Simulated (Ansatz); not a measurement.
**AlH5O (Al(H2O)H3): levels of theory compared**

We compute a comparison of 6 runs (HF/STO-3G, wB97X/STO-3G, RPA@PBE/STO-3G, MP2/STO-3G, CCSDTQ/STO-3G, UCCSD(T)/STO-3G) of AlH5O (Al(H2O)H3). 

Program for the calculation: Ansatz 0.2.0.

53 further runs of the same task are left out: 1 that didn't finish, 52 set aside as unsound or not needed.

### Step 1. The system as given

The species is AlH5O (7 atoms), meant as a singlet with charge 0. As SMILES, `[H][Al]([H])([H])<-[OH2]`. The H5–Al1 distance was set to 3.145 Å, away from the relaxed value. At this shape a bond of the SMILES string is far longer than usual.

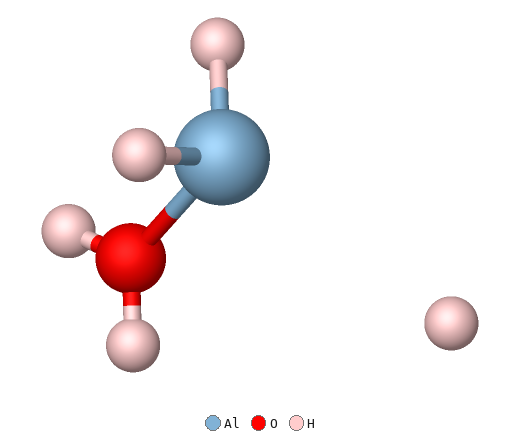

Viewed from a chosen angle; aluminium light blue, oxygen red, hydrogen pink.

### Step 2. A single-point energy at HF/STO-3G (run 1)

in.yaml

```yaml
crystal:
  periodic: [false, false, false]
  atoms:
    - {symbol: Al, position_ang: [-1.530841, -0.086510, -0.777611]}
    - {symbol: O, position_ang: [-1.593951, 0.014910, 1.109449]}
    - {symbol: H, position_ang: [-2.303711, -0.342670, 1.656219]}
    - {symbol: H, position_ang: [-0.981051, 0.544980, 1.631679]}
    - {symbol: H, position_ang: [1.607200, -0.040110, -0.978390]}
    - {symbol: H, position_ang: [-2.304751, 1.222580, -1.169141]}
    - {symbol: H, position_ang: [-2.306961, -1.452380, -0.869871]}
basis:
  gaussian:
    orbitals: STO-3G
hamiltonian:
  xc: hf
accuracy: high
```

Launch:

```sh
$ ansatz run in.yaml --threads 1 --pin off --max-ram 2610MiB --events-out events.jsonl --progress --plain --runs-dir runs
```

Standard output:

```text
Warning: RAYON_NUM_THREADS=1 ignored (pool sized by the plan → 1); use --threads N
Functional definition: HF
  name "HF"
  exchange = exact_x
  correlation = 0
335 factors; integrals over basis functions are off by at most 4.7e-9 eV
mean field evaluation 1: about -8580.9212 eV, gradient 1.5e1 eV
mean field evaluation 2: about -8580.9520 eV, gradient 1.5e1 eV
mean field evaluation 4: about -8583.7079 eV, gradient 2.6e0 eV
mean field evaluation 8: about -8583.7614 eV, gradient 2.8e-5 eV
mean field -8583.76135641 eV, -315.4474115657 hartree, gradient 1.1e-8 eV, S^2 0.000000; 0 other end points of the search recorded, 0 dependent functions left out
reference -8583.76135641 eV, -315.4474115657 hartree; 13, 13 occupied and 6, 6 virtual orbitals, 335 factors
Total energy: -8583.76135641 eV, -315.4474115657 hartree
```

It took 0.08 s on 1 thread of Arm Neoverse V2, shared host.

### Step 3. The energy at wB97X/STO-3G (run 2)

Changes to in.yaml since step 2:

```diff
@@ -14,3 +14,3 @@
 hamiltonian:
-  xc: hf
+  xc: {name: wB97X}
 accuracy: high
```

Launch:

```sh
$ ansatz run in.yaml --threads 1 --pin off --max-ram 2610MiB --events-out events.jsonl --progress --plain --runs-dir runs
```

Standard output, shortened:

```text
Warning: RAYON_NUM_THREADS=1 ignored (pool sized by the plan → 1); use --threads N
Functional definition: wB97X
  name "wB97X"
[...]
      + exact_x_lr(omega)
[...]
      + integral(e_c_pw_opposite_spin*poly(b97_u_opposite, 1, cos1, cos2, cos3, cos4))
335 factors; integrals over basis functions are off by at most 4.7e-9 eV
157 factors; integrals over basis functions are off by at most 7.1e-10 eV
[...]
mean field -8608.91818454 eV, -316.3719079473 hartree, gradient 4.5e-8 eV, S^2 0.000000; 0 other end points of the search recorded, 0 dependent functions left out
reference -8608.91818244 eV, -316.3719078705 hartree; 13, 13 occupied and 6, 6 virtual orbitals, 335 factors
Total energy: -8608.91818244 eV, -316.3719078705 hartree
```

It took 5.1 s on 1 thread of Arm Neoverse V2, shared host; peak memory 0.27 GiB.

Runs 3 to 5 aren't shown in full; the table further down has their settings and results.

### Step 4. The energy at UCCSD(T)/STO-3G (run 6)

run.yaml

```yaml
crystal:
  periodic: [false, false, false]
  atoms:
    - {symbol: Al, position_ang: [-1.530841, -0.086510, -0.777611]}
    - {symbol: O, position_ang: [-1.593951, 0.014910, 1.109449]}
    - {symbol: H, position_ang: [-2.303711, -0.342670, 1.656219]}
    - {symbol: H, position_ang: [-0.981051, 0.544980, 1.631679]}
    - {symbol: H, position_ang: [1.607200, -0.040110, -0.978390]}
    - {symbol: H, position_ang: [-2.304751, 1.222580, -1.169141]}
    - {symbol: H, position_ang: [-2.306961, -1.452380, -0.869871]}
basis:
  gaussian:
    orbitals: STO-3G
magnetization:
  spin_polarized: true
  initial_magnetization: 0
correlation:
  method: ccsd_t
  frozen_orbitals: {Al: 5, H: 0, O: 1}
accuracy: high
scf:
  omitted_lower_state_checks: [cluster_reference, increment]
```

Launch:

```sh
$ ansatz run run.yaml --threads 1 --pin off --max-ram 2610MiB --events-out events.jsonl --progress --plain --runs-dir runs
```

Standard output, shortened:

```text
Warning: RAYON_NUM_THREADS=1 ignored (pool sized by the plan → 1); use --threads N
Functional definition: HF
  name "HF"
[...]
335 factors; integrals over basis functions are off by at most 4.7e-9 eV
[...]
mean field -8586.45334470 eV, -315.5463403107 hartree, gradient 1.4e-8 eV, S^2 0.951670; 5 other end points of the search recorded, 0 dependent functions left out
6 core orbitals not correlated: weight in the atoms' cores, before any rotation towards them, 0.999 or more for the frozen orbitals, at most 0.000 for the correlated occupied ones
reference -8586.45334470 eV, -315.5463403107 hartree; 7, 7 occupied and 6, 6 virtual orbitals, 335 factors
second order -1.74054197 eV of doubles, -0.00000000 eV of singles
cycle   1  -2.16290090 eV  change   -4.2e-1 eV  update   5.2e-2
[...]
cycle  30  -2.49188878 eV  change  -5.1e-10 eV  update  1.6e-10
perturbative correction -0.04862336 eV, -0.0017868757 hartree
Total energy: -8588.99385685 eV, -315.6397024101 hartree
Checks for a lower state left out: cluster_reference, increment
```

Wall time 0.26 s (1 thread of Arm Neoverse V2, shared host).

### Step 5. The series

```
run            level  frozen core orbitals  energy (Eh)  wall time
  1        HF/STO-3G                     –  -315.447412     0.08 s
  2     wB97X/STO-3G                     –  -316.371908      5.1 s
  3   RPA@PBE/STO-3G                     6  -315.691523      1.8 s
  4       MP2/STO-3G                     6  -315.567731     0.12 s
  5    CCSDTQ/STO-3G                     6  -315.641677      4.5 s
  6  UCCSD(T)/STO-3G                     6  -315.639702     0.26 s
```

### Step 6. Results

| quantity | value |
| --- | --- |
| run 6: total energy | -315.63970 Eh |
| run 6: correlation energy (6 core orbitals frozen) | -93.4 mEh |
| run 6: (T) correction | -1.79 mEh |
| run 6: ⟨S²⟩ of the reference determinant | 0.952 |
| run 6: T1 diagnostic | 0.033 |

Below the HF energy at the same shape and in the same basis (STO-3G): MP2 -120.3 mEh; CCSDTQ -194.3 mEh; UCCSD(T) -192.3 mEh. Some of these start from another determinant than that one, so these aren't their correlation energies. In runs 3, 4, 5 the log says that unrestricted orbitals would lower the reference, so the values rest on an unstable closed-shell determinant (other closed-shell runs at this shape may share the fault). In runs 1, 2, 3, 4, 5, 6 the basis is minimal, so the values are rough. Spin contamination of the reference: run 6 ⟨S²⟩ = 0.95. Where it is this large, the reference is a mixture of spin states, and values that rest on it are in doubt. All runs together took 12 s, the longest 5.1 s.
